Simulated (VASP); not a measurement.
Band structure of Al3Ni2 (sg164). Calculation: PBEsol GGA, VASP's PBE PAW potentials (set 64) (plane waves; VASP).

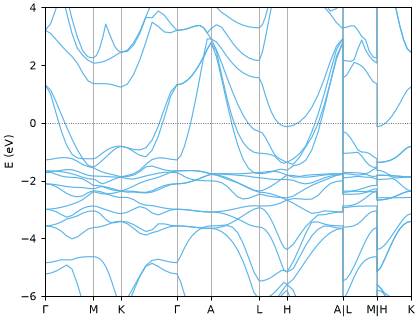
Figure. Bands along high-symmetry lines, zero at the valence-band maximum or, without a gap, the Fermi level

Problem. Read the plot: is there a gap, and where are the band edges?

Solution. It has no gap at this level: it comes out as a metal or semimetal. (Edges off the drawn lines would not show.)

The compound is Al3Ni2 in the sg164 structure. It was relaxed first. The run is not spin-polarised, so no magnetic state was tried. The electron count is odd and the run is not spin-polarised, which forces a metal.
